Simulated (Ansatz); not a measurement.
**Work function of Rh(111): what the settings cost and change**

Aim: the work function of Rh(111) against thickness and vacuum, with the cost.

Calculated with Ansatz 0.2.0; plane-wave DFT, PBE, Ansatz PAW.

**Measured values to reproduce.**

“Anisotropic work function of elemental crystals” (2019, arxiv:1902.07811) quotes from earlier work for Rh (clean (111) face, a compiled value): work function (clean (111) face, a compiled value) 5.46 eV.

**1. The structure**

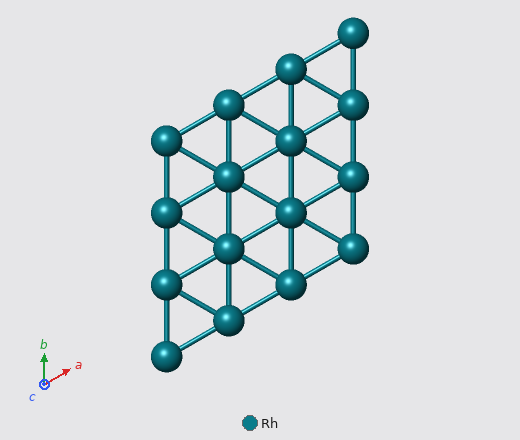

The cell as given, from above (rhodium blue). 4×4×1 cells are drawn.

The cell holds 1 atom: 1 Rh. Cell: a = 2.687 Å, b = 2.687 Å, c = 18.000 Å, α = 90.0°, β = 90.0°, γ = 60.0°. Vacuum lies along c.

**2. Run, setting 1 layer**

A work function rests on the faint tail of the density, so the SCF threshold is tight. The slab grows from one layer, at fixed mesh and 18 Å of vacuum; then the vacuum is varied on one slab.

input.yaml

```yaml
crystal:
  lattice:
    - [2.6870057685, 0.0, 0.0]
    - [1.3435028843, 2.3270152556, 0.0]
    - [0.0, 0.0, 18.0]
  atoms:
    - { symbol: Rh, position: [0.6666666667, 0.6666666667, 0.5] }
kpoints:
  mp_grid: { grid: [17, 17, 1] }
hamiltonian:
  xc: pbe
scf:
  occupations: { method: fermi_dirac, width: 0.1 }
  convergence: { dr2_threshold: 1.0e-09 }
efield:
  axis: 3
  dipole_correction: true
  ramp_position: 0.97
  ramp_width: 0.06
output:
  write_potential: true
  write_density: true
  volumetric_format: npy
  elf: true
```

The run is started by

```console
$ ansatz run input.yaml --threads 2 --pin off --max-ram 3072MiB --backend cpu --events-out ev --progress --plain --runs-dir out
```

Numbers of over 12 decimals in the logs are rounded to 6 here.

Output:

```text
Engine: ansatz 0.2.0, aarch64-unknown-linux-gnu
Pseudopotentials: kind: paw
Pseudopotential: Rh, paw, valence charge 17, recommended cutoff 420 eV (normal), Rh.paw.azcp
Functional definition: PBE
  parameter kappa = 0.804
  parameter beta = 0.066725
  exchange = pbe_x(kappa = kappa, mu = beta*pi^2/3)
  correlation = pbe_c(beta = beta)
Crystal: 1 atoms, lattice volume = 112.549 Å³
Basis set: ecut = 420 eV, 2251 PW (Γ)
Bands: 13, of which v1, the nominal top of the filled ones, is band 9 counted from 1 (8 counted from 0)
Symmetry: 12 space group operations
k-points: 33 of 289
Non-local potential: Rh, projectors of the file, l = 0: 3, l = 1: 2, l = 2: 2, l = 3: 1
PAW form: soft (Blöchl's): semilocal exchange-correlation on the pseudo side does not see the compensation charge
PAW one-centre angular grid: Rh, 590 points (default); XC on 64 Gauss nodes
Initial density: superposition of atomic densities (neutral atoms: chi_scale 0, normalization atom), corrected by the library's trained network
Initial wavefunctions: pseudopotential atomic-orbital guess
Functional: x = pbe(κ = 0.804, μ = 0.219515), c = pbe(β = 0.066725)
SCF iter   1: F=—  HF=-6401.108278 eV  |F-HF|=—  |Δ(HF+E_count)|=         —  Δρ=4.51e-3  dr2=1.98e-2  ethr=1.77e-3  p=0.000 e·Å  D=2.90e-16 V/Å  ΔV_dip=-0.00 eV  dr2_dipole=4.43e-12  V_vac-E_F(+/−)=5.76/5.76 eV  ⟨swp⟩=6.0  Hψ=2484  notcnv=0
efield: sawtooth ramp at fractional position 0.9700 (set: `efield.ramp_position`, or a place that a band, a saddle search or an elastic batch's reference lends), width 0.0600; the density the first Hamiltonian is built on has a dipole p = 0.000 e·Å; the dipole correction subtracts the counter field D = 2.90e-16 V/Å, which shifts the + side's vacuum level by -0.00 eV against the − side's; the planar-averaged density in the ramp window peaks in size at 1.2e-5 e/Å³
preconditioner: auto → LDOS  [metal: Δε(μ)=0.052 eV  Ē_g=7.992 eV  σ=0.100 eV  W_gap=0.13  n_scr=10 (ndim 8)  ℏωp=10.5 eV  f_vac=0.754  D(μ)=4.25/eV (n_scr^D=14)  β→1.0]
SCF iter   2: F=—  HF=-6401.107307 eV  |F-HF|=—  |Δ(HF+E_count)|=   9.71e-4  Δρ=2.64e-3  dr2=4.27e-3  ethr=1.16e-4  p=0.000 e·Å  D=6.62e-7 V/Å  ΔV_dip=-0.00 eV  dr2_dipole=8.50e-12  V_vac-E_F(+/−)=5.96/5.96 eV  ⟨swp⟩=2.8  Hψ=1080  notcnv=0
SCF iter   3: F=—  HF=-6401.106962 eV  |F-HF|=—  |Δ(HF+E_count)|=   3.45e-4  Δρ=9.32e-4  dr2=8.20e-4  ethr=2.51e-5  p=0.000 e·Å  D=1.19e-7 V/Å  ΔV_dip=-0.00 eV  dr2_dipole=9.25e-16  V_vac-E_F(+/−)=5.95/5.95 eV  ⟨swp⟩=2.9  Hψ=834  notcnv=0
SCF iter   4: F=—  HF=-6401.106941 eV  |F-HF|=—  |Δ(HF+E_count)|=   2.07e-5  Δρ=2.80e-4  dr2=1.37e-4  ethr=4.82e-6  p=-0.000 e·Å  D=-1.96e-8 V/Å  ΔV_dip=0.00 eV  dr2_dipole=1.62e-14  V_vac-E_F(+/−)=5.94/5.94 eV  ⟨swp⟩=2.2  Hψ=601  notcnv=0
SCF iter   5: F=—  HF=-6401.106939 eV  |F-HF|=—  |Δ(HF+E_count)|=   2.40e-6  Δρ=1.74e-4  dr2=1.30e-5  ethr=8.05e-7  p=-0.000 e·Å  D=-2.99e-8 V/Å  ΔV_dip=0.00 eV  dr2_dipole=1.78e-14  V_vac-E_F(+/−)=5.93/5.93 eV  ⟨swp⟩=2.4  Hψ=587  notcnv=0
SCF iter   6: F=—  HF=-6401.106935 eV  |F-HF|=—  |Δ(HF+E_count)|=   3.12e-6  Δρ=1.43e-5  dr2=2.64e-7  ethr=7.66e-8  p=-0.000 e·Å  D=-1.36e-8 V/Å  ΔV_dip=0.00 eV  dr2_dipole=3.43e-16  V_vac-E_F(+/−)=5.92/5.92 eV  ⟨swp⟩=2.3  Hψ=616  notcnv=0
SCF iter   7: F=—  HF=-6401.106938 eV  |F-HF|=—  |Δ(HF+E_count)|=   2.28e-6  Δρ=4.73e-6  dr2=2.10e-8  ethr=1.55e-9  p=-0.000 e·Å  D=-8.29e-10 V/Å  ΔV_dip=0.00 eV  dr2_dipole=7.04e-17  V_vac-E_F(+/−)=5.92/5.92 eV  ⟨swp⟩=2.2  Hψ=632  notcnv=0
SCF iter   8: F=-6401.106938 eV  HF=-6401.106938 eV  |F-HF|=1.81e-9  |Δ(HF+E_count)|=   4.46e-8  Δρ=7.32e-7  dr2=6.23e-10  ethr=5.88e-12  p=-0.000 e·Å  D=-4.78e-9 V/Å  ΔV_dip=0.00 eV  dr2_dipole=7.65e-16  V_vac-E_F(+/−)=5.92/5.92 eV  ⟨swp⟩=5.1  Hψ=1953  notcnv=0
SCF 1 converged in 8 iterations: F = -6401.106938 eV  dr2 = 6.23e-10
  greatest PAW one-centre occupation: 1.000 electrons in one spin orbital (limit 2), on the Rh atom at site 0 (counted from 0), in its partial waves of l = 0
WARN: The output density's exchange-correlation potential varies sharply where the density is thin. Do not read a vacuum level from v_tot or v_xc, or from such a field of the output density. On a cell that repeats whose density bears no net charge and no dipole along the vacuum's axis use v_es (v_loc + v_h of the components); under efield.dipole_correction with no amplitude use v_es + v_field, which holds any externa [...]
SCF converged after 8 iterations
Free energy (F): -6401.106938 eV
Harris-Foulkes:  -6401.106938 eV  (|F-HF|=1.81e-9)
Internal energy: -6400.972138 eV  (E = F + TS)
E sigma→0 (E₀):  -6401.039538 eV
Entropy (-TS):   -0.134799 eV (-134.799 meV/atom)
Fermi energy:    -2.468622 eV
Dipole field:    D = 0.000000 V/Å  (p = 0.000000 e·Å, saw-weighted, corrected)
Work function:   Φ+ = 5.9227 eV   Φ− = 5.9227 eV
Levels:          The Fermi level and band energies are counted from a zero that moves with the ramp; work functions are not
--- Per-component energies (eV) ---
  E_band       = -487.129369
  E_kinetic    = 568.976567
  E_local      = -12195.044648  (includes V_loc(G=0)·N_el)
  E_nonlocal   = 357.765805
  E_hartree    = 5663.875362
  E_xc         = -218.546455
  E_vxc        = -273.883770  (∫ρ·V_xc dr)
  E_paw        = -3587.909784  (= ΣΔE_a)
  E_vpaw       = -272.692801  (= ΣTr[D̂ρ^β])
  E_aug_tail   = 0.000870  (compensation charges beyond the density's cutoff)
  E_efield     = 0.000000  (sawtooth field / dipole correction)
  E_vefield    = 0.000000  (∫n·V_field dr)
  E_ewald      = 3009.910145
  E_smearing   = -0.134799  (= −TS)
  E_closure    = 0.000000  (closes the sum)
  Σ components = -6401.106938   (vs F -6401.106938, Δ=0.00e0)
--- Band table (eV; the first three rows and the last of 33) ---
  k-point 0: bands = [... 5 lower, -4.3243, -4.3243, -3.8698, -1.9898, -1.9898, -0.5872, 3.1100, 3.6784]
  k-point 1: bands = [... 5 lower, -4.3898, -4.2342, -3.8223, -2.2891, -2.0113, -0.2606, 3.2027, 3.7859]
  k-point 2: bands = [... 5 lower, -4.5475, -3.9700, -3.6821, -2.8496, -2.0723, 0.3939, 3.4805, 4.1042]
  k-point 32: bands = [... 5 lower, -4.3947, -4.1310, -3.9925, -2.5936, 5.7511, 6.4397, 7.7217, 8.5451]
```

It took 7.1 s on 2 threads of Arm Neoverse N1, shared host; peak memory 0.36 GiB; 13 s of CPU time.

Reading the cycles: dr2 is the Hartree energy of the density residual (eV), the measure of convergence; HF is the Harris–Foulkes estimate of the energy, which meets the free energy F at convergence.

Numbers from this step:

- energy at zero smearing: -6401.0395 eV
- work function, upper face: 5.923 eV

Running mean over 2.194 Å of the planar mean; the ramp of the sawtooth is left out. The electron's electrostatic potential energy less the Fermi level by z:

```
z (Å)  electron's electrostatic potential energy less the Fermi level (eV)
    3                                                                 5.92
    4                                                                 5.92
    5                                                                 5.92
    6                                                                 5.86
    7                                                                 4.91
    8                                                                -4.98
    9                                                                -12.0
   10                                                                -4.98
   11                                                                 4.91
   12                                                                 5.86
   13                                                                 5.92
   14                                                                 5.92
   15                                                                 5.92
```

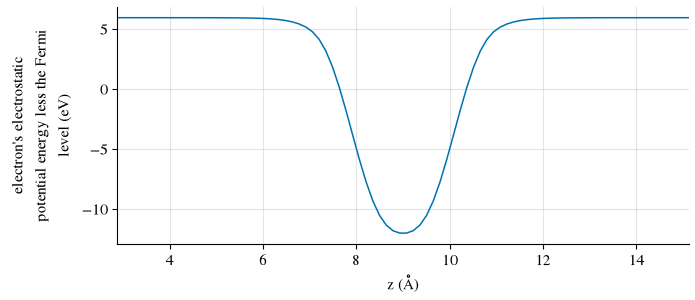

Electron's electrostatic potential energy less the Fermi level, plotted against z.

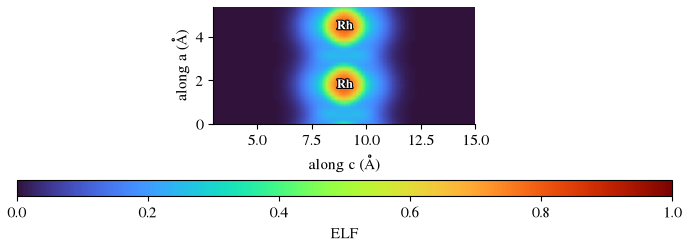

ELF in the ca plane at fractional y = 0.667, with atoms of Rh within 0.2 Å of it. It is the smooth field of the valence electrons, not physical close to the nuclei. The far vacuum is left out of the map.

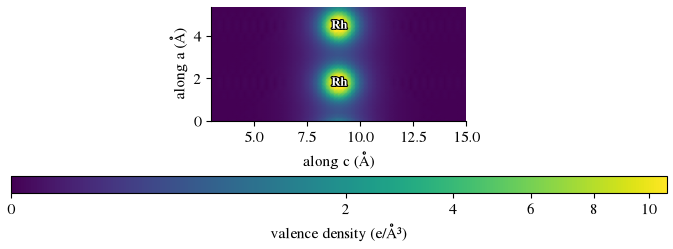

Valence density in the ca plane at fractional y = 0.667, with atoms of Rh within 0.2 Å of it. It is the smooth field of the valence electrons, not physical close to the nuclei. The colour scale is stretched toward low values. The far vacuum is left out of the map.

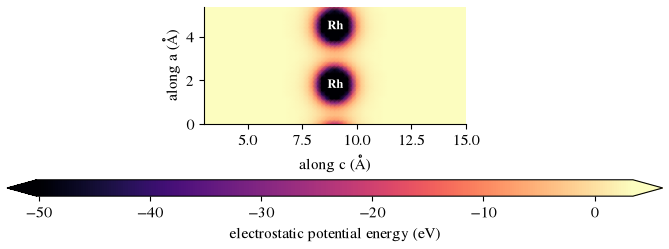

Electrostatic potential energy in the ca plane at fractional y = 0.667, with atoms of Rh within 0.2 Å of it. With pseudopotentials it is smooth inside the atoms' cores, unlike the true potential. The far vacuum is left out of the map.

The work function is 5.923 eV.

**3. Slab, 2 atoms**

System of this step: Rh(111). The cell holds 2 atoms: 2 Rh. Its edges and angles: a = 2.687 Å, b = 2.687 Å, c = 20.194 Å, α = 90.0°, β = 90.0°, γ = 60.0°. Vacuum lies along c.

input.yaml, the sections that differ from step 2:

```yaml
crystal:
  lattice:
    - [2.6870057685, 0.0, 0.0]
    - [1.3435028843, 2.3270152556, 0.0]
    - [0.0, 0.0, 20.1939310229]
  atoms:
    - { symbol: Rh, position: [0.6666666667, 0.6666666667, 0.4456784561] }
    - { symbol: Rh, position: [0.0, 0.0, 0.5543215439] }
output:
  write_potential: true
  write_density: true
  volumetric_format: npy
# kpoints, hamiltonian, scf, efield: as in step 2
```

Output:

```text
[...]
Crystal: 2 atoms, lattice volume = 126.267 Å³
Basis set: ecut = 420 eV, 2497 PW (Γ)
Bands: 21, of which v1, the nominal top of the filled ones, is band 17 counted from 1 (16 counted from 0)
Symmetry: 6 space group operations
k-points: 33 of 289 (time reversal used)
[...]
k-point 0: bands = [... 13 lower, -1.5178, -1.5178, -0.0559, 0.2625, 0.2625, 1.1935, 1.1935, 2.0234]
  k-point 1: bands = [... 13 lower, -1.6004, -1.4376, -0.3065, 0.2263, 0.5005, 0.7771, 1.1987, 2.5669]
  k-point 2: bands = [... 13 lower, -1.3479, -1.2081, -0.6625, 0.1400, 0.1420, 1.0001, 1.2071, 3.4250]
  k-point 32: bands = [... 13 lower, -1.4511, -1.2788, 0.1086, 0.8157, 0.9577, 7.9355, 8.3214, 9.6787]
[key lines of the parts left out:]
SCF converged after 9 iterations
Free energy (F): -12804.251685 eV
Fermi energy:    0.821306 eV
Dipole field:    D = -0.000000 V/Å  (p = -0.000000 e·Å, saw-weighted, corrected)
Work function:   Φ+ = 5.1912 eV   Φ− = 5.1912 eV
```

It took 13 s on 2 threads; peak memory 0.42 GiB.

The work function is 5.191 eV, -0.732 eV from the run “1 layer”, at 1.8 times its CPU time.

**4. Run, 3 atoms**

System of this step: Rh(111). The cell holds 3 atoms: 3 Rh. Cell: a = 2.687 Å, b = 2.687 Å, c = 22.388 Å, α = 90.0°, β = 90.0°, γ = 60.0°. Vacuum lies along c.

input.yaml, the sections that differ from step 3:

```yaml
crystal:
  lattice:
    - [2.6870057685, 0.0, 0.0]
    - [1.3435028843, 2.3270152556, 0.0]
    - [0.0, 0.0, 22.3878620458]
  atoms:
    - { symbol: Rh, position: [0.3333333333, 0.3333333333, 0.4020035491] }
    - { symbol: Rh, position: [0.6666666667, 0.6666666667, 0.5] }
    - { symbol: Rh, position: [0.0, 0.0, 0.5979964509] }
# kpoints, hamiltonian, scf, efield, output: as in step 3
```

Output:

```text
[...]
Crystal: 3 atoms, lattice volume = 139.985 Å³
Basis set: ecut = 420 eV, 2793 PW (Γ)
Bands: 31, of which v1, the nominal top of the filled ones, is band 26 counted from 1 (25 counted from 0)
Symmetry: 6 space group operations
k-points: 33 of 289 (time reversal used)
[...]
k-point 0: bands = [... 22 lower, 0.6785, 2.1147, 2.1147, 2.7009, 2.7336, 2.7336, 3.4252, 3.4252, ... 1 higher]
  k-point 1: bands = [... 22 lower, 0.7691, 2.0134, 2.0710, 2.2401, 2.7365, 2.8687, 3.3494, 3.4292, ... 1 higher]
  k-point 2: bands = [... 22 lower, 1.0349, 1.5969, 1.9856, 1.9997, 2.4669, 2.7290, 3.4406, 4.0033, ... 1 higher]
  k-point 32: bands = [... 22 lower, 1.7660, 2.0377, 2.9839, 3.0221, 3.3361, 9.6814, 9.9770, 10.8549, ... 1 higher]
[key lines of the parts left out:]
SCF converged after 8 iterations
Free energy (F): -19207.153177 eV
Fermi energy:    3.021725 eV
Dipole field:    D = -0.000004 V/Å  (p = -0.000003 e·Å, saw-weighted, corrected)
Work function:   Φ+ = 5.0995 eV   Φ− = 5.0994 eV
```

The job ended after 20 s (2 threads; peak memory 0.41 GiB; 33 s of CPU time).

The work function is 5.099 eV, -0.092 eV from the run “2 layers”, at 1.4 times its CPU time.

**5. Run, 4 atoms**

System of this step: Rh(111). The cell holds 4 atoms: 4 Rh. Its edges and angles: a = 2.687 Å, b = 2.687 Å, c = 24.582 Å, α = 90.0°, β = 90.0°, γ = 60.0°. Vacuum lies along c.

input.yaml, the sections that differ from step 4:

```yaml
crystal:
  lattice:
    - [2.6870057685, 0.0, 0.0]
    - [1.3435028843, 2.3270152556, 0.0]
    - [0.0, 0.0, 24.5817930688]
  atoms:
    - { symbol: Rh, position: [0.0, 0.0, 0.3661246344] }
    - { symbol: Rh, position: [0.3333333333, 0.3333333333, 0.4553748781] }
    - { symbol: Rh, position: [0.6666666667, 0.6666666667, 0.5446251219] }
    - { symbol: Rh, position: [0.0, 0.0, 0.6338753656] }
# kpoints, hamiltonian, scf, efield, output: as in step 4
```

Output:

```text
[...]
Crystal: 4 atoms, lattice volume = 153.703 Å³
Basis set: ecut = 420 eV, 3065 PW (Γ)
Bands: 41, of which v1, the nominal top of the filled ones, is band 34 counted from 1 (33 counted from 0)
Symmetry: 6 space group operations
k-points: 33 of 289 (time reversal used)
[...]
k-point 0: bands = [... 30 lower, 2.7471, 3.6986, 3.6986, 4.0002, 4.0002, 4.7135, 4.7135, 4.8183, ... 3 higher]
  k-point 1: bands = [... 30 lower, 2.6433, 3.6272, 3.6298, 4.0191, 4.0355, 4.2319, 4.6100, 4.7120, ... 3 higher]
  k-point 2: bands = [... 30 lower, 2.6751, 3.4352, 3.5154, 3.6069, 3.8973, 4.0298, 4.7063, 4.7073, ... 3 higher]
  k-point 32: bands = [... 30 lower, 3.6596, 3.7241, 4.5170, 4.8473, 4.9278, 5.0458, 11.1494, 11.3953, ... 3 higher]
[key lines of the parts left out:]
SCF converged after 10 iterations
Free energy (F): -25610.055707 eV
Fermi energy:    4.694135 eV
Dipole field:    D = -0.000000 V/Å  (p = -0.000000 e·Å, saw-weighted, corrected)
Work function:   Φ+ = 5.1796 eV   Φ− = 5.1795 eV
```

Elapsed: 33 s, on 2 threads; peak memory 0.47 GiB.

The work function is 5.180 eV, +0.080 eV from the run “3 layers”, at 1.7 times its CPU time.

**6. Run, 5 atoms**

System of this step: Rh(111). The cell holds 5 atoms: 5 Rh. Cell: a = 2.687 Å, b = 2.687 Å, c = 26.776 Å, α = 90.0°, β = 90.0°, γ = 60.0°. Vacuum lies along c.

input.yaml, the sections that differ from step 5:

```yaml
crystal:
  lattice:
    - [2.6870057685, 0.0, 0.0]
    - [1.3435028843, 2.3270152556, 0.0]
    - [0.0, 0.0, 26.7757240917]
  atoms:
    - { symbol: Rh, position: [0.6666666667, 0.6666666667, 0.3361253638] }
    - { symbol: Rh, position: [0.0, 0.0, 0.4180626819] }
    - { symbol: Rh, position: [0.3333333333, 0.3333333333, 0.5] }
    - { symbol: Rh, position: [0.6666666667, 0.6666666667, 0.5819373181] }
    - { symbol: Rh, position: [0.0, 0.0, 0.6638746362] }
# kpoints, hamiltonian, scf, efield, output: as in step 5
```

Output:

```text
[...]
Crystal: 5 atoms, lattice volume = 167.421 Å³
Basis set: ecut = 420 eV, 3323 PW (Γ)
Bands: 51, of which v1, the nominal top of the filled ones, is band 43 counted from 1 (42 counted from 0)
Symmetry: 6 space group operations
k-points: 33 of 289 (time reversal used)
[...]
k-point 0: bands = [... 39 lower, 5.1297, 5.1297, 5.2669, 5.2669, 5.7179, 5.7179, 6.3190, 6.3190, ... 4 higher]
  k-point 1: bands = [... 39 lower, 5.0195, 5.0210, 5.3072, 5.3361, 5.6870, 5.7204, 5.8820, 6.2127, ... 4 higher]
  k-point 2: bands = [... 39 lower, 4.7836, 4.8717, 5.1235, 5.2374, 5.3121, 5.6728, 5.7277, 6.3266, ... 4 higher]
  k-point 32: bands = [... 39 lower, 5.2402, 6.0570, 6.1284, 6.3659, 6.5210, 6.5295, 12.4970, 12.6776, ... 4 higher]
[key lines of the parts left out:]
SCF converged after 9 iterations
Free energy (F): -32012.966332 eV
Fermi energy:    6.150296 eV
Dipole field:    D = 0.000000 V/Å  (p = 0.000000 e·Å, saw-weighted, corrected)
Work function:   Φ+ = 5.1730 eV   Φ− = 5.1730 eV
```

It took 43 s on 2 threads; peak memory 0.53 GiB; 73 s of CPU time.

The work function is 5.173 eV, -0.007 eV from the run “4 layers”, at 1.3 times its CPU time.

**7. Slab, 6 atoms**

System of this step: Rh(111). The cell holds 6 atoms: 6 Rh. Cell: a = 2.687 Å, b = 2.687 Å, c = 28.970 Å, α = 90.0°, β = 90.0°, γ = 60.0°. Vacuum lies along c.

input.yaml, the sections that differ from step 6:

```yaml
crystal:
  lattice:
    - [2.6870057685, 0.0, 0.0]
    - [1.3435028843, 2.3270152556, 0.0]
    - [0.0, 0.0, 28.9696551146]
  atoms:
    - { symbol: Rh, position: [0.3333333333, 0.3333333333, 0.3106699049] }
    - { symbol: Rh, position: [0.6666666667, 0.6666666667, 0.386401943] }
    - { symbol: Rh, position: [0.0, 0.0, 0.462133981] }
    - { symbol: Rh, position: [0.3333333333, 0.3333333333, 0.537866019] }
    - { symbol: Rh, position: [0.6666666667, 0.6666666667, 0.613598057] }
    - { symbol: Rh, position: [0.0, 0.0, 0.6893300951] }
# kpoints, hamiltonian, scf, efield, output: as in step 6
```

Output:

```text
[...]
Crystal: 6 atoms, lattice volume = 181.139 Å³
Basis set: ecut = 420 eV, 3595 PW (Γ)
Bands: 62, of which v1, the nominal top of the filled ones, is band 51 counted from 1 (50 counted from 0)
Symmetry: 6 space group operations
k-points: 33 of 289 (time reversal used)
[...]
k-point 0: bands = [... 47 lower, 6.3602, 6.3745, 6.4069, 6.4069, 6.6768, 6.6768, 7.1631, 7.1631, ... 7 higher]
  k-point 1: bands = [... 47 lower, 6.2080, 6.2090, 6.4508, 6.4603, 6.6922, 6.7871, 7.0475, 7.1671, ... 7 higher]
  k-point 2: bands = [... 47 lower, 5.9990, 6.0354, 6.2543, 6.4275, 6.4612, 6.6656, 6.7275, 7.1741, ... 7 higher]
  k-point 32: bands = [... 47 lower, 6.4535, 7.2917, 7.3395, 7.5598, 7.6449, 7.7621, 7.8201, 13.6854, ... 7 higher]
[key lines of the parts left out:]
SCF converged after 10 iterations
Free energy (F): -38415.869812 eV
Fermi energy:    7.395595 eV
Dipole field:    D = -0.000000 V/Å  (p = -0.000000 e·Å, saw-weighted, corrected)
Work function:   Φ+ = 5.1592 eV   Φ− = 5.1592 eV
```

The job ended after 61 s (2 threads; peak memory 0.63 GiB; 1.7 min of CPU time).

The work function is 5.159 eV, -0.014 eV from the run “5 layers”, at 1.4 times its CPU time.

[end of part 1 of 2]

[Logs are printed without paths, hosts, clocks, repeated set-up lines and the standing remarks that a program may print on its own settings, such as how far it seeks lower states.]

[Hosts, paths, dates, database ids (printed as entryN), source tags and the programs' standing remarks are cut or masked in the printed files.]

[Maps of the electrostatic potential energy from Ansatz leave out the sawtooth potential of an applied field or a dipole correction, so their vacuum need not be flat; planar profiles and work functions include it.]
